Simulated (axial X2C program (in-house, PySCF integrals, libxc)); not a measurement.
# AuH⁺: from the state search to constants

What are the state, bond length, wavenumber and bond energy of AuH⁺, and what does spin–orbit coupling change?

Computed with an in-house X2C program for linear molecules on PySCF integrals. Level: all-electron X2C, Au dyall-cv3z, H dyall-v3z.

All values are calculated.

## (1) Input

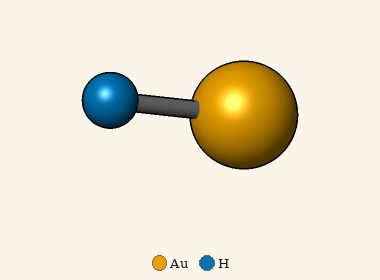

The two atoms at 1.560 Å (gold amber, hydrogen blue).

task.json

```json
{"zs": [79, 1], "q": 1, "bas": ["dyall-cv3z", "dyall-v3z"], "levels": ["PBE0", "HF", "LDA"], "cc": true, "r0": 1.56, "thr": -2.0, "nmax": 90, "npts": 10, "nst": 2, "ntry": 6}
```

Keys: zs atomic numbers; q charge; bas basis sets; levels methods (HF also brings MP2); cc coupled cluster on or off; r0 starting distance in Å; thr threshold in hartree for freezing inner shells (an s shell follows its p shell); nmax most natural virtual spinors; npts points asked for on the curve; nst determinants followed; ntry starts of the search.

Command:

```console
python so2c.py task.json out
```

Spin-free means the one-electron spin-free X2C Hamiltonian; two-component (2c) means X2C with spin–orbit coupling and atomic mean-field two-electron Coulomb and Gaunt terms. Basis: Au dyall-cv3z contracted to [13s14p9d6f4g], H dyall-v3z contracted to [6s2p1d]; Gaussian nuclei, density fitting. Masses: Au 196.967 u, H 1.008 u.

Notation: σ, π±, δ± give the projection m of an orbital's angular momentum (0, ±1, ±2), α and β its spin, Λ and M_S the sums; ω is the projection of a spinor's total angular momentum and Ω the sum. Logs are in hartree.

The results follow Hamiltonian by Hamiltonian and level by level.

## (2) Which state to follow

Determinants are compared with PBE0 at 1.560 Å.

Spin-free determinants:

```tsv
ΔE (eV)	state	open shells
0.00	M_S = 1/2, Λ = 0	beyond closed shells: σα
1.84	M_S = 1/2, Λ = 2	beyond closed shells: δ+α, δ+β, δ-α
2.18	M_S = 1/2, Λ = 1	beyond closed shells: π+α, π+β, π-α
5.70	M_S = 3/2, Λ = 2	beyond closed shells: 2 × σα, δ+α, δ+β, δ-α
```

Two-component determinants:

```
ΔE (eV)    state                                  open shells
   0.00  Ω = 1/2                excess of +ω over −ω: ω = 1/2
   1.30  Ω = 5/2                excess of +ω over −ω: ω = 5/2
   1.61  Ω = 3/2                excess of +ω over −ω: ω = 3/2
   5.08  Ω = 7/2   excess of +ω over −ω: 2 × ω = 1/2, ω = 5/2
   5.28  Ω = 5/2   excess of +ω over −ω: 2 × ω = 1/2, ω = 3/2
   5.51  Ω = 1/2  excess of +ω over −ω: 2 × ω = -1/2, ω = 3/2
   5.68  Ω = 3/2  excess of +ω over −ω: 2 × ω = -1/2, ω = 5/2
```

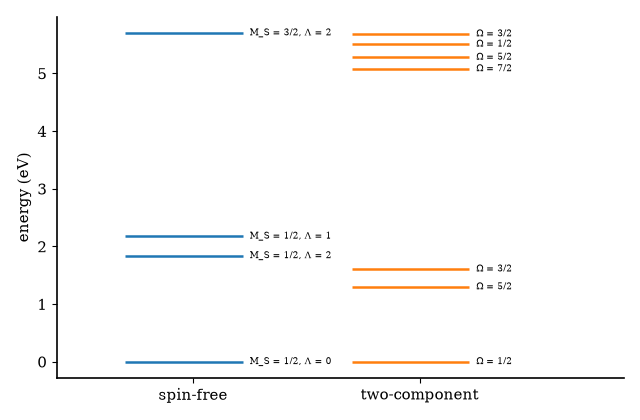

The determinants found, each set from its own lowest.

## (3) PBE0, spin-free

State followed: M_S = 1/2, Λ = 0 (beyond closed shells: σα). The scan is laid around 1.537 Å, a first estimate of the minimum, and this SCF restarts from the orbitals of the search.

Output at 1.537 Å:

```text
spin-free X2C-1e  PBE0
basis functions 195  fitting functions 947  grid points 5070
iter        total energy     max residual
   1     -19014.065447647     4.52e+00
   2     -19014.802706581     1.35e-02
   3     -19014.799415943     2.36e-02
   4     -19014.805751349     2.32e-03
   5     -19014.805840885     4.96e-04
   6     -19014.805844048     3.82e-04
   7     -19014.805846345     5.56e-05
   8     -19014.805846489     2.70e-05
   9     -19014.805846524     3.32e-06
  10     -19014.805846525     5.53e-07
converged
one-electron -26092.75163417  Coulomb 7420.43092433  exact exchange -91.02759005  xc functional -278.65663555  nuclear repulsion 27.19908892
```

Along the bond, energies from the lowest point:

```tsv
R (Å)	E (eV)	μ (D)	HOMO (eV)	LUMO (eV)	iterations
1.337	0.5019	-0.35	-16.13	-12.79	11
1.399	0.2097	-0.28	-16.14	-12.80	11
1.445	0.0826	-0.22	-16.14	-12.80	11
1.491	0.0170	-0.15	-16.14	-12.79	11
1.537	0.0000	-0.08	-16.13	-12.78	10
1.591	0.0280	0.02	-16.11	-12.77	12
1.645	0.0946	0.13	-16.09	-12.75	11
1.714	0.2197	0.27	-16.05	-12.71	12
1.798	0.4081	0.47	-15.99	-12.64	12
1.921	0.7027	0.79	-15.90	-12.48	13
```

Dipoles are positive if H is the positive end and refer to the centre of mass.

Outer orbitals at the reference distance:

| symmetry | occupied | ε (eV) | atomic character |
| --- | --- | --- | --- |
| σα | yes | -20.74 | 62% Au d, 29% H s, 4% Au s |
| σβ | yes | -19.97 | 59% Au d, 29% H s, 7% Au s |
| π+α | yes | -18.26 | 97% Au d, 2% H p |
| π-α | yes | -18.26 | 97% Au d, 2% H p |
| π-β | yes | -18.07 | 97% Au d |
| π+β | yes | -18.07 | 97% Au d |
| δ-α | yes | -18.01 | 100% Au d |
| δ+α | yes | -18.01 | 100% Au d |
| δ-β | yes | -17.43 | 100% Au d |
| δ+β | yes | -17.43 | 100% Au d |
| σα | yes | -16.13 | 46% Au s, 27% Au d, 24% H s |
| σβ | no | -12.78 | 47% Au s, 30% Au d, 21% H s |
| σα | no | -9.47 | 49% Au p, 28% Au s, 13% H s |
| σβ | no | -9.03 | 53% Au p, 23% Au s, 15% H s |
| π+α | no | -6.47 | 96% Au p, 4% H p |

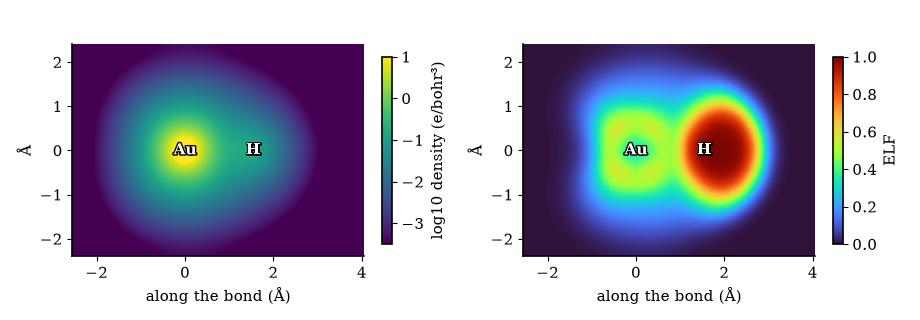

PBE0 fields in a plane through the axis, from a grid of 0.3 Å; Au lies at z = 0 and H at z = 1.537 Å; the ELF is damped to zero where the density is low.

Re = 1.533 Å, ωe = 2232 cm⁻¹, ωexe = 53.3 cm⁻¹, Be = 7.158 cm⁻¹, De = 2.17 eV, μ = -0.08 D.

## (4) HF, spin-free

The SCF at the reference distance of 1.537 Å:

```text
spin-free X2C-1e  HF
basis functions 195  fitting functions 947  grid points 5070
iter        total energy     max residual
   1     -19009.231981135     1.18e+00
   2     -19009.266552400     1.53e-02
   3     -19009.267734727     1.60e-02
   4     -19009.268601425     2.60e-03
   5     -19009.268818556     1.77e-03
   6     -19009.268940413     1.31e-03
   7     -19009.269011885     1.08e-03
   8     -19009.269073663     7.17e-04
   9     -19009.269110961     4.00e-04
  10     -19009.269127765     1.26e-04
  11     -19009.269130414     2.88e-05
  12     -19009.269130481     1.03e-05
  13     -19009.269130487     6.28e-06
  14     -19009.269130490     2.24e-06
  15     -19009.269130490     4.82e-07
converged
one-electron -26095.87822440  Coulomb 7423.73172065  exact exchange -364.32171565  xc functional 0.00000000  nuclear repulsion 27.19908892
```

Re = 1.554 Å, ωe = 1916 cm⁻¹, Be = 6.96 cm⁻¹, De = 0.730 eV, μ = -0.52 D.

## (5) LDA, spin-free

The SCF at the reference distance of 1.537 Å:

```text
spin-free X2C-1e  LDA
basis functions 195  fitting functions 947  grid points 5070
iter        total energy     max residual
   1     -19003.386847277     1.44e+00
   2     -19003.402233285     1.95e-02
   3     -19003.399928837     3.02e-02
   4     -19003.403987572     1.81e-03
   5     -19003.403895338     3.17e-03
   6     -19003.404051803     4.18e-04
   7     -19003.404054089     4.50e-05
   8     -19003.404054117     2.28e-05
   9     -19003.404054125     6.51e-06
  10     -19003.404054126     7.16e-07
converged
one-electron -26089.86753242  Coulomb 7417.37392969  exact exchange 0.00000000  xc functional -358.10954031  nuclear repulsion 27.19908892
```

Re = 1.535 Å, ωe = 2231 cm⁻¹, ωexe = 47.7 cm⁻¹, Be = 7.133 cm⁻¹, De = 3.11 eV, μ = 0.26 D.

## (6) MP2 and beyond, spin-free

Correlated methods: 11 electrons correlated (frozen shells, counted by type: Au 5 s, 4 p, 2 d, 1 f; H none), 221 virtual spinors in MP2, 90 natural virtuals in coupled cluster.

Output of the correlated part at 1.537 Å:

```text
correlated 11  virtual 221  natural virtual 90  E(MP2) -0.364330678  MP2 remainder -0.012272794
iter   CCSD correlation   residual
   1     -0.327846116   9.93e-02
   2     -0.334965496   3.89e-02
   3     -0.336751393   2.12e-02
   4     -0.336923548   7.50e-03
   5     -0.337046823   2.73e-03
   6     -0.337065473   1.06e-03
   7     -0.337066566   4.01e-04
   8     -0.337071963   1.76e-04
   9     -0.337068869   6.58e-05
  10     -0.337069710   2.28e-05
  11     -0.337069482   7.59e-06
  12     -0.337069675   3.28e-06
  13     -0.337069674   1.29e-06
(T) -0.013507855  T1 0.0334  D1 0.1061  max T2 0.077
```

T1 in the output is the amplitude norm over the root of the electron number; divide by √2 for the Lee–Taylor value.

MP2: Re = 1.509 Å, ωe = 2446 cm⁻¹, Be = 7.388 cm⁻¹, De = 1.83 eV.

CCSD: Re = 1.525 Å, ωe = 2314 cm⁻¹, ωexe = 37 cm⁻¹, Be = 7.228 cm⁻¹, De = 1.90 eV. T1 at Re = 0.023 (Lee–Taylor, the printed value over √2).

CCSD(T): Re = 1.528 Å, ωe = 2297 cm⁻¹, ωexe = 34.5 cm⁻¹, Be = 7.205 cm⁻¹, De = 1.96 eV. T1 at Re = 0.023 (Lee–Taylor, the printed value over √2).

## (7) A higher determinant, spin-free

State: M_S = 1/2, Λ = 2 (beyond closed shells: δ+α, δ+β, δ-α).

Output at the reference distance:

```text
spin-free X2C-1e  PBE0
basis functions 195  fitting functions 947  grid points 5070
iter        total energy     max residual
   1     -19013.997251812     4.49e+00
   2     -19014.735026875     1.21e-02
   3     -19014.733744398     2.06e-02
   4     -19014.737532600     1.95e-03
   5     -19014.737593205     2.13e-04
   6     -19014.737593106     2.33e-04
   7     -19014.737594290     1.10e-05
   8     -19014.737594292     2.29e-06
   9     -19014.737594293     1.72e-06
converged
one-electron -26086.41019580  Coulomb 7414.03070996  exact exchange -90.99784164  xc functional -278.55935573  nuclear repulsion 27.19908892
```

```tsv
R (Å)	E above the lowest PBE0 point (eV)
1.337	2.586
1.399	2.214
1.445	2.033
1.491	1.918
1.537	1.857
1.591	1.840
1.645	1.869
1.714	1.957
1.798	2.120
```

Re = 1.582 Å, ωe = 2117 cm⁻¹, ωexe = 36.8 cm⁻¹, Be = 6.721 cm⁻¹, μ = -0.48 D. Te = 1.84 eV.

## (8) The spin-free curves together

Energy (eV) of the followed determinant, spin-free, from each level's lowest point:

```tsv
R (Å)	PBE0	HF	MP2	CCSD	CCSD(T)	LDA
1.337	0.502	0.545	0.414	n/a	n/a	0.516
1.399	0.210	0.243	0.151	0.192	0.198	0.219
1.445	0.083	0.107	0.045	0.071	0.075	0.088
1.491	0.017	0.030	0.000	0.011	0.013	0.020
1.537	0.000	0.000	0.005	0.000	0.000	0.000
1.591	0.028	0.006	0.063	0.037	0.034	0.026
1.645	0.095	0.039	0.166	0.116	0.111	0.091
1.714	0.220	0.100	0.338	0.260	0.253	0.217
1.798	0.408	0.177	0.557	n/a	n/a	0.411
1.921	0.703	0.276	0.831	n/a	n/a	0.731
```

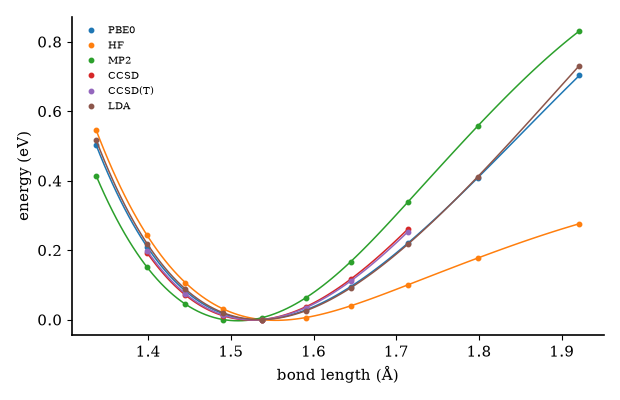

Curves of the followed state, spin-free, each from its own lowest point.

## (9) PBE0, 2c

State followed: Ω = 1/2 (excess of +ω over −ω: ω = 1/2). The scan is laid around 1.537 Å, a first estimate of the minimum, and this SCF restarts from the orbitals of the search.

Output at 1.537 Å:

```text
two-component X2C + atomic mean field  PBE0
basis functions 195  fitting functions 947  grid points 5070
iter        total energy     max residual
   1     -19016.523561281     4.57e+00
   2     -19017.265928896     1.36e-02
   3     -19017.262710896     2.35e-02
   4     -19017.268955741     2.30e-03
   5     -19017.269044357     4.91e-04
   6     -19017.269047334     3.73e-04
   7     -19017.269049617     5.28e-05
   8     -19017.269049750     2.62e-05
   9     -19017.269049786     3.42e-06
  10     -19017.269049786     6.39e-07
converged
one-electron -26074.47850679  Coulomb 7417.36091754  exact exchange -91.00826564  xc functional -278.66639926  nuclear repulsion 27.19908892  atomic mean-field constant -17.67588454
```

Along the bond, energies from the lowest point:

```tsv
R (Å)	E (eV)	μ (D)	HOMO (eV)	LUMO (eV)	iterations
1.337	0.5140	-0.38	-16.10	-12.78	12
1.399	0.2173	-0.31	-16.11	-12.78	11
1.445	0.0873	-0.25	-16.11	-12.78	11
1.491	0.0191	-0.19	-16.11	-12.78	11
1.537	0.0000	-0.12	-16.10	-12.77	10
1.591	0.0262	-0.03	-16.08	-12.75	12
1.645	0.0922	0.07	-16.05	-12.74	12
1.714	0.2181	0.21	-16.01	-12.70	12
1.798	0.4107	0.40	-15.95	-12.64	13
1.921	0.7181	0.71	-15.84	-12.50	13
```

Dipoles are positive if H is the positive end and refer to the centre of mass.

Outer spinors at the reference distance:

```csv
ω,occupied,ε (eV),atomic character,λ mixture
1/2,yes,-20.95,"68% Au d, 25% H s, 4% Au s","94% σ, 6% π"
-1/2,yes,-20.34,"69% Au d, 23% H s, 5% Au s","85% σ, 15% π"
-3/2,yes,-19.07,99% Au d,"78% δ, 22% π"
3/2,yes,-18.79,99% Au d,"56% δ, 44% π"
-1/2,yes,-18.46,"84% Au d, 8% H s, 4% Au s","83% π, 17% σ"
1/2,yes,-18.44,"89% Au d, 5% H s, 2% Au s","91% π, 9% σ"
-3/2,yes,-17.55,97% Au d,"78% π, 22% δ"
5/2,yes,-17.48,100% Au d,100% δ
3/2,yes,-17.44,98% Au d,"56% π, 44% δ"
-5/2,yes,-16.89,100% Au d,100% δ
1/2,yes,-16.10,"45% Au s, 30% Au d, 23% H s","97% σ, 3% π"
-1/2,no,-12.77,"45% Au s, 33% Au d, 20% H s","97% σ, 3% π"
1/2,no,-9.54,"50% Au p, 27% Au s, 13% H s","98% σ, 2% π"
-1/2,no,-9.16,"54% Au p, 23% Au s, 14% H s","97% σ, 3% π"
-1/2,no,-6.77,"94% Au p, 5% H p","96% π, 4% σ"
```

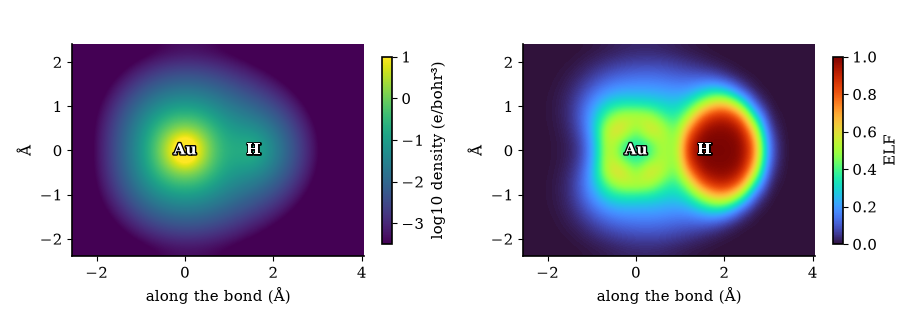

PBE0 fields in a plane through the axis, from a grid of 0.3 Å; Au lies at z = 0 and H at z = 1.537 Å; the ELF is damped to zero where the density is low.

Re = 1.535 Å, ωe = 2236 cm⁻¹, ωexe = 49.1 cm⁻¹, Be = 7.138 cm⁻¹, De = 2.26 eV, μ = -0.12 D.

## (10) HF, 2c

Output at 1.537 Å:

```text
two-component X2C + atomic mean field  HF
basis functions 195  fitting functions 947  grid points 5070
iter        total energy     max residual
   1     -19011.627447451     1.17e+00
   2     -19011.662388731     1.52e-02
   3     -19011.663570554     1.58e-02
   4     -19011.664389089     2.23e-03
   5     -19011.664583047     1.43e-03
   6     -19011.664678594     1.03e-03
   7     -19011.664727355     7.00e-04
   8     -19011.664757354     4.66e-04
   9     -19011.664770514     2.98e-04
  10     -19011.664777614     1.53e-04
  11     -19011.664780381     7.16e-05
  12     -19011.664781009     3.65e-05
  13     -19011.664781334     2.83e-05
  14     -19011.664781537     1.50e-05
  15     -19011.664781598     4.23e-06
  16     -19011.664781603     2.05e-06
  17     -19011.664781603     1.14e-06
converged
one-electron -26077.28012125  Coulomb 7420.32919025  exact exchange -364.23705497  xc functional 0.00000000  nuclear repulsion 27.19908892  atomic mean-field constant -17.67588454
```

Re = 1.548 Å, ωe = 2073 cm⁻¹, Be = 7.012 cm⁻¹, De = 0.835 eV, μ = -0.67 D.

## (11) LDA, 2c

Output at 1.537 Å:

```text
two-component X2C + atomic mean field  LDA
basis functions 195  fitting functions 947  grid points 5070
iter        total energy     max residual
   1     -19005.884871880     1.44e+00
   2     -19005.900171080     2.00e-02
   3     -19005.897881994     3.00e-02
   4     -19005.901945604     1.70e-03
   5     -19005.901862430     2.89e-03
   6     -19005.902000561     3.84e-04
   7     -19005.902002461     4.92e-05
   8     -19005.902002491     1.96e-05
   9     -19005.902002498     6.07e-06
  10     -19005.902002498     7.09e-07
converged
one-electron -26071.62306433  Coulomb 7414.33357327  exact exchange 0.00000000  xc functional -358.13571581  nuclear repulsion 27.19908892  atomic mean-field constant -17.67588454
```

Re = 1.538 Å, ωe = 2224 cm⁻¹, ωexe = 45.8 cm⁻¹, Be = 7.104 cm⁻¹, De = 3.19 eV, μ = 0.23 D.

## (12) MP2 and beyond, 2c

Correlated methods: 11 electrons correlated (frozen shells, counted by type: Au 5 s, 4 p, 2 d, 1 f; H none), 221 virtual spinors in MP2, 90 natural virtuals in coupled cluster.

Output of the correlated part at 1.537 Å:

```text
correlated 11  virtual 221  natural virtual 90  E(MP2) -0.363734303  MP2 remainder -0.012378421
iter   CCSD correlation   residual
   1     -0.327773993   9.99e-02
   2     -0.334949885   3.85e-02
   3     -0.336637346   2.04e-02
   4     -0.336765069   7.19e-03
   5     -0.336870920   2.67e-03
   6     -0.336885318   9.54e-04
   7     -0.336884783   3.71e-04
   8     -0.336889301   1.89e-04
   9     -0.336885892   9.99e-05
  10     -0.336886922   5.17e-05
  11     -0.336886360   2.57e-05
  12     -0.336886911   1.24e-05
  13     -0.336886838   4.91e-06
  14     -0.336886907   2.22e-06
  15     -0.336886906   9.08e-07
(T) -0.013395114  T1 0.0330  D1 0.1022  max T2 0.055
```

MP2: No constants are quoted: fits of two degrees disagree.

CCSD: Re = 1.529 Å, ωe = 2298 cm⁻¹, Be = 7.193 cm⁻¹, De = 2.00 eV. T1 at Re = 0.023 (Lee–Taylor, the printed value over √2).

CCSD(T): Re = 1.531 Å, ωe = 2279 cm⁻¹, Be = 7.171 cm⁻¹, De = 2.05 eV. T1 at Re = 0.023 (Lee–Taylor, the printed value over √2).

## (13) A higher determinant, 2c

State: Ω = 5/2 (excess of +ω over −ω: ω = 5/2).

Output at the reference distance:

```text
two-component X2C + atomic mean field  PBE0
basis functions 195  fitting functions 947  grid points 5070
iter        total energy     max residual
   1     -19016.475051791     4.54e+00
   2     -19017.218160515     1.19e-02
   3     -19017.216883131     2.06e-02
   4     -19017.220650595     1.92e-03
   5     -19017.220710784     2.08e-04
   6     -19017.220710676     2.28e-04
   7     -19017.220711823     1.07e-05
   8     -19017.220711826     2.23e-06
   9     -19017.220711826     1.66e-06
converged
one-electron -26068.64853826  Coulomb 7411.46176654  exact exchange -90.98056699  xc functional -278.57657748  nuclear repulsion 27.19908892  atomic mean-field constant -17.67588454
```

```tsv
R (Å)	E above the lowest PBE0 point (eV)
1.337	2.037
1.399	1.668
1.445	1.488
1.491	1.375
1.537	1.315
1.591	1.300
1.645	1.331
1.714	1.421
1.798	1.586
```

Re = 1.580 Å, ωe = 2126 cm⁻¹, ωexe = 36.9 cm⁻¹, Be = 6.737 cm⁻¹, μ = -0.49 D. Te = 1.30 eV.

## (14) The 2c curves together

Energy (eV) of the followed determinant, 2c, from each level's lowest point:

```tsv
R (Å)	PBE0	HF	MP2	CCSD	CCSD(T)	LDA
1.337	0.514	0.552	0.421	n/a	n/a	0.530
1.399	0.217	0.245	0.156	0.202	0.208	0.228
1.445	0.087	0.106	0.047	0.078	0.081	0.094
1.491	0.019	0.029	0.000	0.014	0.016	0.022
1.537	0.000	0.000	0.001	0.000	0.000	0.000
1.591	0.026	0.011	0.052	0.034	0.031	0.023
1.645	0.092	0.055	0.149	0.111	0.105	0.086
1.714	0.218	0.132	0.327	0.259	0.250	0.210
1.798	0.411	0.227	0.566	n/a	n/a	0.403
1.921	0.718	0.344	0.866	n/a	n/a	0.726
```

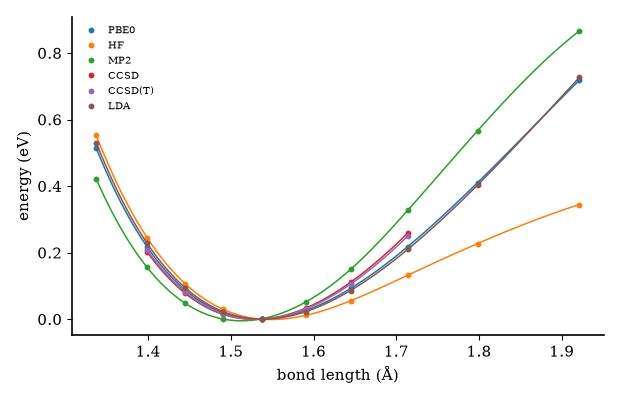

Curves of the followed state, 2c, each from its own lowest point.

Time for the job: 1.9 min (1 thread of Arm Neoverse V2, shared host).

## (15) What came out

Lowest determinant that the search found at its distance, spin-free: M_S = 1/2, Λ = 0 (beyond closed shells: σα).

Lowest determinant that the search found at its distance, 2c: Ω = 1/2 (excess of +ω over −ω: ω = 1/2).

```
Hamiltonian    level  Re (Å)  ωe (cm⁻¹)  De (eV)  μ (D)
  spin-free     PBE0   1.533       2232     2.17  -0.08
  spin-free       HF   1.554       1916    0.730  -0.52
  spin-free      MP2   1.509       2446     1.83    n/a
  spin-free     CCSD   1.525       2314     1.90    n/a
  spin-free  CCSD(T)   1.528       2297     1.96    n/a
  spin-free      LDA   1.535       2231     3.11   0.26
         2c     PBE0   1.535       2236     2.26  -0.12
         2c       HF   1.548       2073    0.835  -0.67
         2c     CCSD   1.529       2298     2.00    n/a
         2c  CCSD(T)   1.531       2279     2.05    n/a
         2c      LDA   1.538       2224     3.19   0.23
```

Dipoles are positive if H is the positive end and refer to the centre of mass. No constants: 2c MP2 (fits of two degrees disagree).

Time per point (s) on 1 thread of Arm Neoverse V2, shared host (2c runs; CCSD comes with the CCSD(T) run); the times are rough: PBE0 0.63, HF 0.59, CCSD(T) 4.2, LDA 0.21.

In words: At CCSD(T), going from spin-free to two-component changes Re by +4 mÅ, ωe by -0.8 %, which is small (part of it comes from the scalar share of the two-electron terms). De moves by +0.09 eV; both De rest on single-determinant atoms, which can miss part of an open shell's spin–orbit lowering.

De refers to Au+ + H, each in the lowest determinant found, which need not be this curve's own limit. Each curve is one determinant whose occupation by symmetry is held fixed; it was picked as the lowest of a PBE0 search that is not exhaustive. De is counted from the lowest determinant-based energies of the atoms at the same level, without counterpoise correction. Density functionals use the spin component along the axis (collinear). CCSD and (T) use frozen natural virtuals with an MP2 correction for the truncation. T1 at Re is 0.023 (Lee–Taylor), above the customary mark of 0.02.
